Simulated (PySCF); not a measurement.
## A series of small molecules: silyl halides SiH3X

Gas-phase molecules at GFN2-xTB geometries (not checked as minima at the level of the calculation), PBE/def2-TZVP with PySCF. The ionisation energy is E(cation) − E(neutral) at fixed geometry, without spin-orbit coupling; where the highest orbital is degenerate, the cation is one component. LUMO energies depend on the basis. GFN2-xTB bonds to atoms past the second row can be off by 0.02 to 0.07 Å and angles by up to several degrees, which can move orbital and ionisation energies by up to 0.5 eV and charges by 0.01 to 0.02 e, so small steps and misses may come from the geometries. Volumes are summed on a coarse grid and good to about 2 %. Core potentials replace the inner electrons of I. Electronegativities are Pauling's, radii Cordero's.

| molecule | electronegativity of X | covalent radius of X (Å) | Hirshfeld charge of the central atom (e) | HOMO energy (eV) | vertical ionisation energy (eV) | HOMO–LUMO gap (eV) | volume inside the 0.001 a.u. surface (Å³) |
| --- | --- | --- | --- | --- | --- | --- | --- |
| SiH3I | 2.66 | 1.39 | 0.271 | −6.50 | 9.75 | 4.85 | 103 |
| SiH3Br | 2.96 | 1.20 | 0.293 | −7.11 | 10.56 | 5.92 | 90 |
| SiH3Cl | 3.16 | 1.02 | ? | ? | ? | ? | ? |
| SiH3F | 3.98 | 0.57 | 0.395 | −8.33 | 12.13 | 7.22 | 65 |

The results for SiH3Cl are withheld.

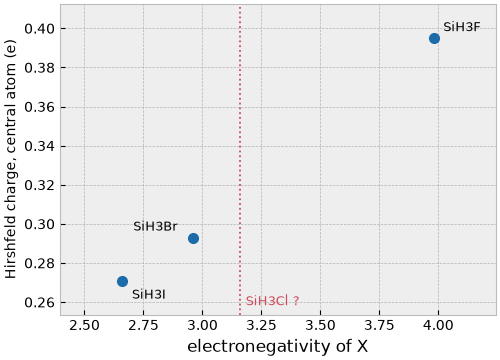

Fit a straight line to the Hirshfeld charge of the central atom against the electronegativity of X for the given members and predict SiH3Cl.

A least-squares line through the three given members is y = 0.0141 + 0.0955 x, with R² = 1.00 and a scatter of 0.0048 e; SiH3Br lies farthest from it (−0.004 e). At x = 3.16 it gives 0.316 e. For a new member the 90 % prediction interval is ±0.035 e, wide since three points leave one degree of freedom.

How does the computed value compare?

The calculation gives 0.303 e, 0.013 e below the estimate (2.7 times the scatter, 10 % of the range of the series): inside the prediction interval. Its other results: HOMO energy −7.66 eV, vertical ionisation energy 11.14 eV, HOMO–LUMO gap 6.87 eV and volume inside the 0.001 a.u. surface 83 Å³.

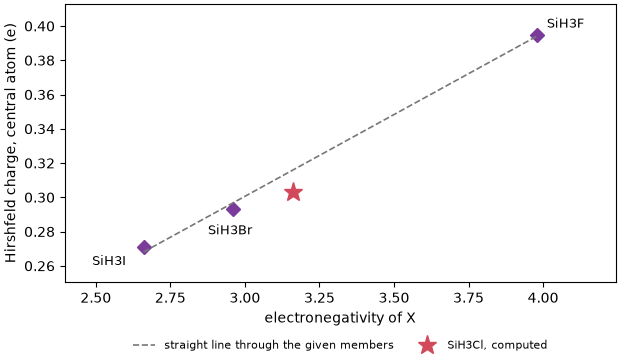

Over the series −ε(HOMO) lies 3.25 to 3.80 eV below the ionisation energy from total-energy differences, since this functional puts filled levels too high (delocalisation error). The pairing was chosen among those with R² above 0.96; series and pairings with weaker trends are left out of this set.

The single runs took from 5 s to 2.7 min, on 1 thread of shared hosts (Arm Neoverse N1, Intel(R) Xeon(R) 6975P-C (Granite Rapids) and Intel(R) Xeon(R) Platinum 8488C (Sapphire Rapids)).
